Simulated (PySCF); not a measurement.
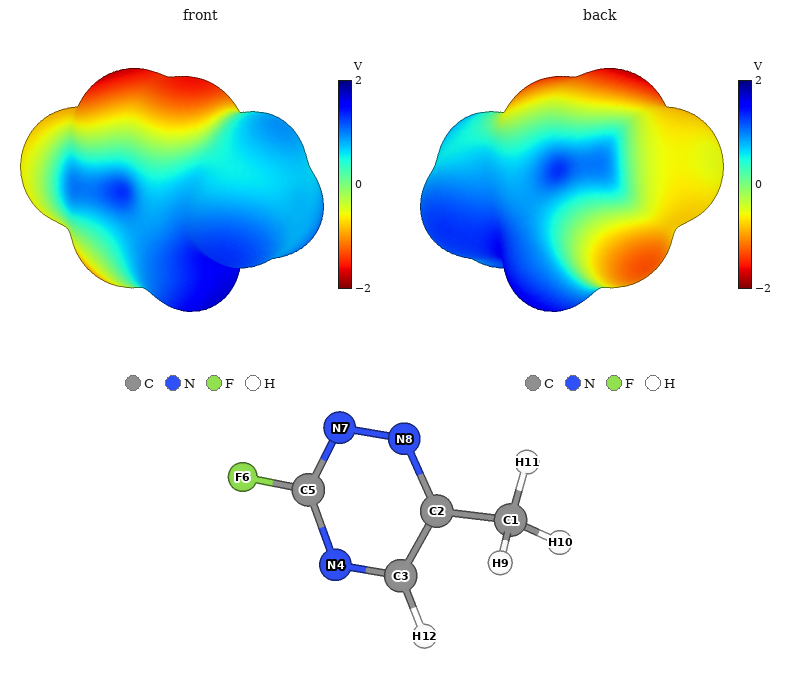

*C4H4FN3 (SMILES Cc1cnc(F)nn1). The electrostatic potential painted on the density surface at 0.002 e/bohr³, seen from the front and from behind; red is negative and blue positive. The bare structure is drawn below in the same view.*

Geometry: GFN2-xTB.

These are results of PySCF, PBE0/pcSseg-1, SCF density, gas phase, non-relativistic, not measurements.

```yaml
atoms:
  - { symbol: C, position_ang: [-1.8836, 0.0477, 0.3687] }
  - { symbol: C, position_ang: [-0.4089, 0.0770, 0.1759] }
  - { symbol: C, position_ang: [0.2357, -0.5794, -0.8871] }
  - { symbol: N, position_ang: [1.5435, -0.5236, -1.0134] }
  - { symbol: C, position_ang: [2.1639, 0.1841, -0.0788] }
  - { symbol: F, position_ang: [3.4795, 0.2586, -0.1802] }
  - { symbol: N, position_ang: [1.6103, 0.8138, 0.9301] }
  - { symbol: N, position_ang: [0.3165, 0.7563, 1.0527] }
  - { symbol: H, position_ang: [-2.3844, 0.4683, -0.5016] }
  - { symbol: H, position_ang: [-2.2253, -0.9787, 0.4902] }
  - { symbol: H, position_ang: [-2.1444, 0.6241, 1.2512] }
  - { symbol: H, position_ang: [-0.3017, -1.1488, -1.6338] }
```

Question: Where is the surface potential most negative and most positive?

Answer: The most negative region (about −1.7 V) lies over N7, the most positive (about +1.7 V) over H12. N7 is the likeliest acceptor of a hydrogen bond.
